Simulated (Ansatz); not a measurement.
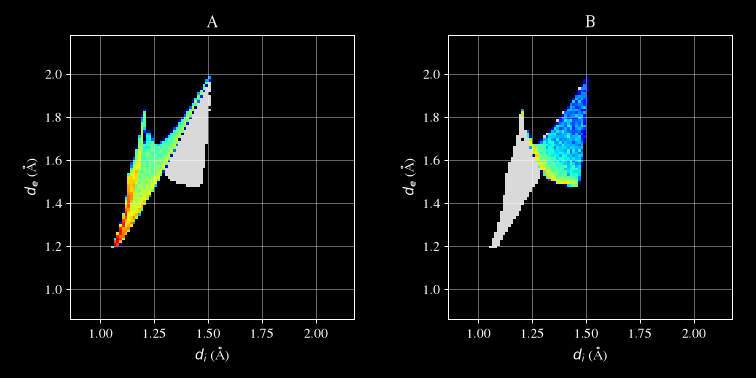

Fingerprint plots of the Hirshfeld surface computed for one C2 unit (covalently bonded non-metal atoms) in BeGa2C2 (I4/mmm), each panel colouring one kind of contact over the whole plot in grey. The kinds are C···Be, C···Ga, in shuffled order.

The surface is where the fragment's share of the procrystal density (the sum of the densities of spherically averaged neutral Hartree-Fock atoms) equals one half. d_i and d_e are the distances from the surface to the nearest nucleus inside and outside.

Origin of the cell: the end point of a relaxation with Ansatz, DFT PBE, scalar-relativistic, plane waves, PAW; the starting structure was generated, so it need not be a known form of this composition.

```cif
data_structure
_symmetry_space_group_name_H-M 'P 1'
_symmetry_Int_Tables_number 1
_cell_length_a 3.8857
_cell_length_b 3.8857
_cell_length_c 7.5053
_cell_angle_alpha 90.000
_cell_angle_beta 90.000
_cell_angle_gamma 90.000
_cell_volume 113.32
loop_
_atom_site_label
_atom_site_type_symbol
_atom_site_fract_x
_atom_site_fract_y
_atom_site_fract_z
_atom_site_occupancy
Be1 Be 0.00000 0.00000 0.00000 1
Ga1 Ga 0.50000 0.00000 0.25000 1
Ga2 Ga 0.00000 0.50000 0.25000 1
C1 C 0.50000 0.50000 0.09816 1
C2 C 0.00000 0.00000 0.40184 1
Be2 Be 0.50000 0.50000 0.50000 1
Ga3 Ga 0.00000 0.50000 0.75000 1
Ga4 Ga 0.50000 0.00000 0.75000 1
C3 C 0.00000 0.00000 0.59816 1
C4 C 0.50000 0.50000 0.90184 1
```

Q: Which panel shows which contact, and what share of the surface does each take?

A: A: C···Ga, 76 % of the area, smallest d_i + d_e about 2.3 Å. B: C···Be, 24 % of the area, smallest d_i + d_e about 2.8 Å.

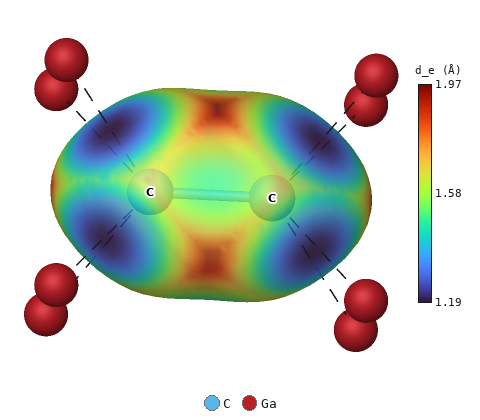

Hirshfeld surface computed for one C2 unit (covalently bonded non-metal atoms) in BeGa2C2 in space group I4/mmm, coloured by d_e. Dashed lines lead to the closest neighbours outside.
